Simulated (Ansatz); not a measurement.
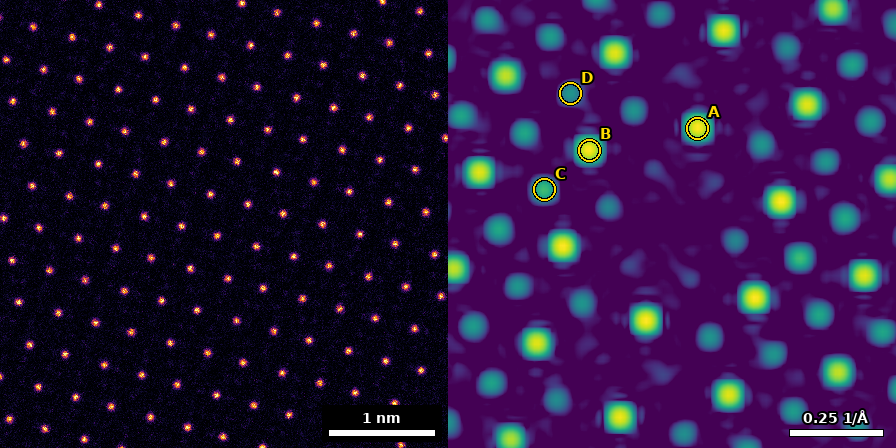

HAADF-like image of Si$_{11}$Au$_{3}$ (Cm, No. 8) along [001]. Simulation: incoherent imaging, intensity Z^1.8 per atom, probe width 0.51 Å, thin sample. The probe carries 15 % of its weight in a tail 2.5 times as wide. Shot noise was added. Model: the end point of a relaxation (final pressure about -1 GPa) with DFT, PAW plane waves, pbe in Ansatz 0.2.0; the starting structure was generated, so it need not be a known form of this composition.

The right panel is the modulus of the image's Fourier transform on a logarithmic scale.

a = 12.703 Å, b = 7.383 Å, c = 6.461 Å, α = 90.00°, β = 118.84°, γ = 90.00°

Index the marked spots and give their plane spacings (the zone axis points at the viewer; indices equivalent by symmetry, or all signs reversed, are as good).

A: (020), d = 3.69 Å; B: (-3 1 0), d = 3.31 Å; C: (-4 0 0), d = 2.78 Å; D: (-4 2 0), d = 2.22 Å. A and B enclose 63°, and every spot obeys the zone law hu + kv + lw = 0 for [001].
